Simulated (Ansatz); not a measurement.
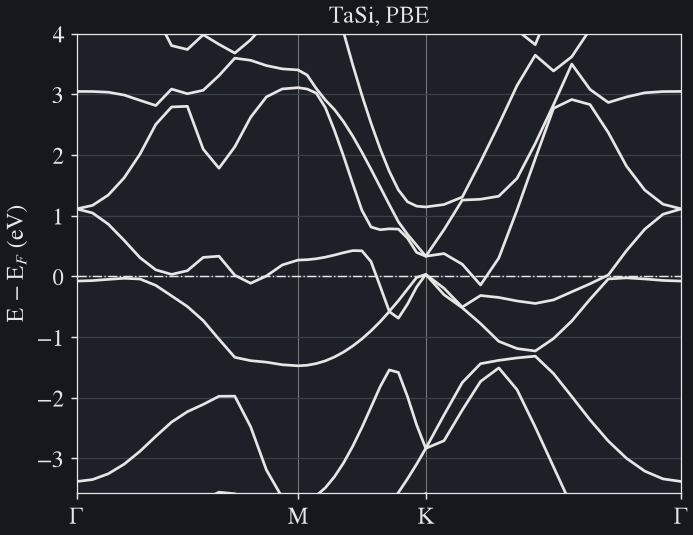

Band structure. Energies are counted from the Fermi level.

The material is TaSi (sheet), 2 atoms in the cell.

Level of theory: DFT PBE, scalar-relativistic, plane waves, PAW, no spin polarisation, 24×24×1 k mesh, 420 eV cutoff, Gaussian smearing of 0.1 eV; code Ansatz 0.2.0.

Does this material conduct, going by its bands?

Answer. A metal: bands cross the Fermi level along this path.

On which lines of the path do bands cross the Fermi level?

Answer. Bands cross the Fermi level on every line of the path.

Which levels at Γ lie nearest to the Fermi level?

Answer. At Γ the nearest levels lie 0.08 eV below and 1.11 eV above the Fermi level.

The structure is an invented one, so it need not be a known or stable phase. Spin-orbit coupling is left out, which matters for Ta.
